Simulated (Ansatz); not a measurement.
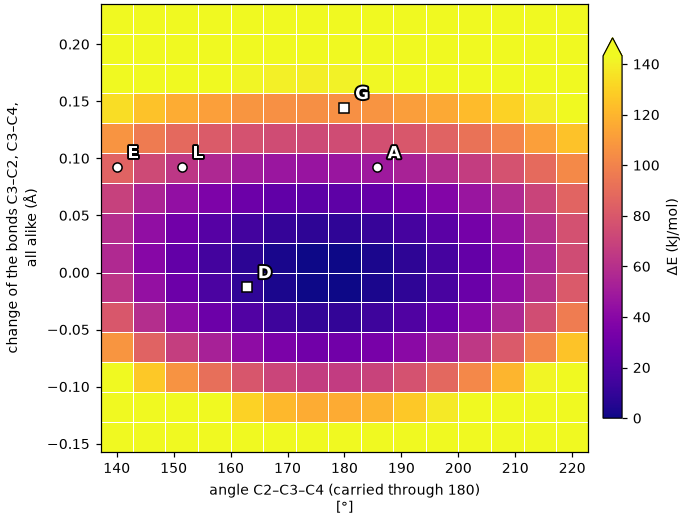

C3H4AlCl, SMILES [AlH2][CH]=C=CCl. The first coordinate is: angle C2–C3–C4 (carried through 180); the second: change of the bonds C3–C2, C3–C4, all alike. Nothing is relaxed (all other coordinates rigid). The grid has 15 × 15 points. Points are written as (first, second). All energies are given in kJ/mol relative to the lowest grid point. These are results of RKS CAM-B3LYP-D4/def2-SVP (Ansatz 0.2.0), not measurements.

The picture shows one coloured cell a grid point, one colour for all values above the top of the scale, lettered points.

> What kind of point is each of A, G, L: minimum, saddle, maximum or slope?

A: on a slope; G: on a slope; L: on a slope. (In these two coordinates alone; a stationary point may lie a little off the grid point.)

> Rank the lettered points by energy, lowest first.

D (9 kJ/mol), A (49 kJ/mol), L (63 kJ/mol), E (85 kJ/mol), G (105 kJ/mol).
